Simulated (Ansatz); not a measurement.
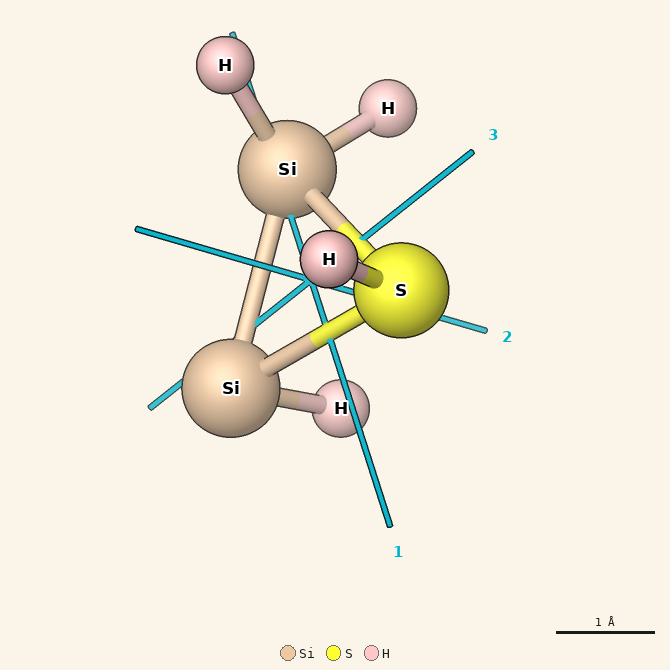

The three principal axes of inertia are drawn and numbered. Depth is shown by fading: the farther an atom, the more it takes the colour of the background. The computed structure is the end point of a PBE0-D4/def2-TZVP optimisation. No frequency run is at hand to confirm it as a minimum. Masses are those of the most abundant isotopes; constants are for the rigid equilibrium geometry.

Q: Which line is the a axis (least moment of inertia), which b and which c?

A: a is line 3, b is line 1, c is line 2; the moments are 87.5, 96.7, 170 u Å².

Q: What kind of rotor is it, and what are its rotational constants in GHz?

A: An asymmetric top (C1): A = 5.78, B = 5.22, C = 2.97 GHz. Ray's parameter κ is 0.61, nearer the oblate limit.
